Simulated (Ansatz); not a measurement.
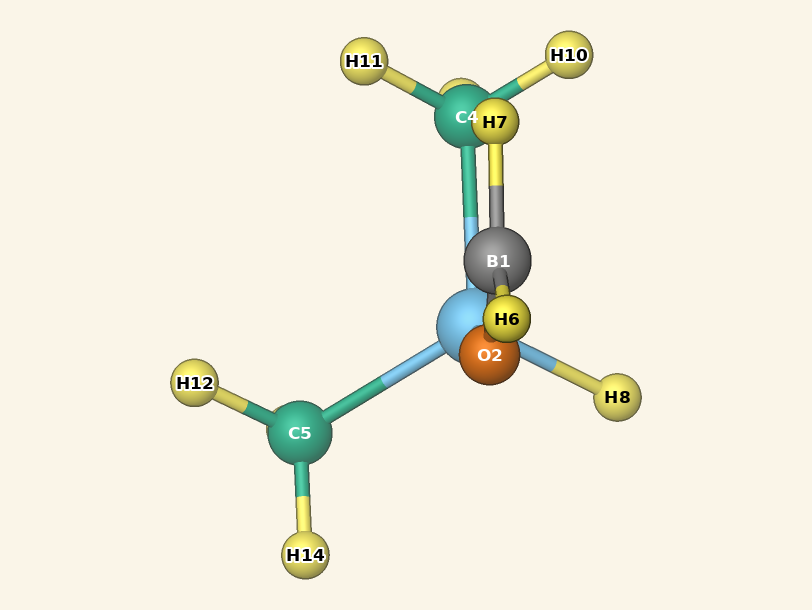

Si3 lies behind O2. The molecule seen nearly along the O2–Si3 bond, O2 in front. Depth is shown by fading: the farther an atom, the more it takes the colour of the background. Computed geometry: PBE0-D4/def2-TZVP optimisation. No frequency run is at hand to confirm it as a minimum.

What is the torsion angle B1–O2–Si3–C4? The sign is positive where the front bond must turn clockwise to cover the back bond.

Answer. −1°, synperiplanar (eclipsed).
